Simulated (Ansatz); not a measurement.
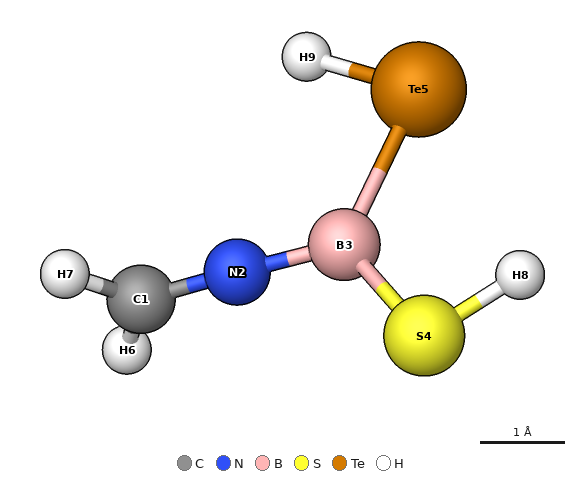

CH$_{4}$BNSTe, before the relaxation. Style: ball-and-stick. Shown from a free direction.

The start comes from PBE-D4/def2-SVP.

Computed with RKS PBE0-D4/def2-TZVP in Ansatz 0.2.0.

Input file:
```yaml
crystal:
  periodic: [false, false, false]
  atoms:
    - {symbol: C, position_ang: [1.378758, 1.085111, -0.764001]}
    - {symbol: N, position_ang: [0.567921, 0.233098, -0.322009]}
    - {symbol: B, position_ang: [-0.298856, -0.667527, 0.233849]}
    - {symbol: S, position_ang: [0.204967, -2.422340, 0.433606]}
    - {symbol: Te, position_ang: [-2.308872, -0.006254, 0.857358]}
    - {symbol: H, position_ang: [2.055828, 1.663693, -0.090353]}
    - {symbol: H, position_ang: [1.459641, 1.311512, -1.854371]}
    - {symbol: H, position_ang: [-0.941442, -2.845874, 1.032530]}
    - {symbol: H, position_ang: [-2.029445, 1.602382, 0.456391]}
basis:
  gaussian: {orbitals: def2-TZVP}
hamiltonian: {xc: pbe0, dispersion: d4}
relax: {f_tol: 0.005, max_steps: 150}
```

### Predict the outcome.

Over 15 accepted moves (18 points after the start) the energy falls by 0.055 eV. Largest force component: 0.64 eV/Å at the start, 0.0039 eV/Å at the end. The line search rejected the trial steps at points 2, 3, 6 of the run. The atom that moves furthest after the best rigid fit is N2 (0.32 Å). Largest moves by element: N 0.32 Å, H 0.30 Å, Te 0.19 Å, S 0.07 Å, B 0.07 Å, C 0.06 Å. Among the contacts that change: B3–Te5 2.206 → 2.174 Å, Te5–H9 1.681 → 1.656 Å, C1–H7 1.117 → 1.094 Å, B3–S4 1.837 → 1.816 Å. Bond angles that change, for instance: C1–N2–B3 176.6° → 152.7°. Cost: 41 s on 4 threads of AMD EPYC 9R45, with other jobs on the host.

Final geometry:

```xyz
9

C     1.3395    1.0423   -0.7719
N     0.4433    0.1932   -0.6098
B    -0.3185   -0.6427    0.1690
S     0.2298   -2.3542    0.4280
Te   -2.2034    0.0515    1.0011
H     1.9376    1.4313    0.0611
H     1.5639    1.4383   -1.7666
H    -0.8443   -2.7784    1.1109
H    -2.0595    1.5724    0.3614
```

The end point in the same view:

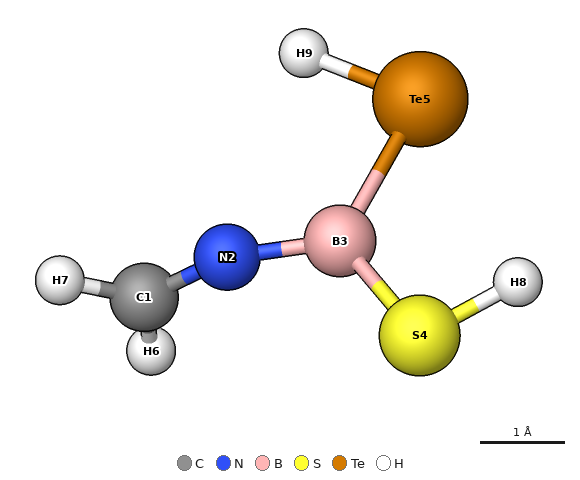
